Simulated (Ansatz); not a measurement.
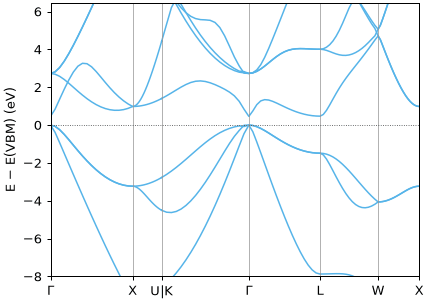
*Band structure from DFT-r²SCAN+D4 in the program Ansatz with PAW potentials*

**Question.** Read off the gap and where the band edges lie.

**Answer.** About 0.5 eV (0.46 eV by a search for the band edges); maximum at Γ, minimum at Γ.

The material is Ge (diamond, Fd-3m).

The r²SCAN+D4 relaxation kept the symmetry of its start. The volume moved by -24 % from the start of the relaxation. Scalar-relativistic: spin–orbit coupling is off unless named, which matters more the heavier the elements.

Potentials: the earlier of the program's two PAW sets.
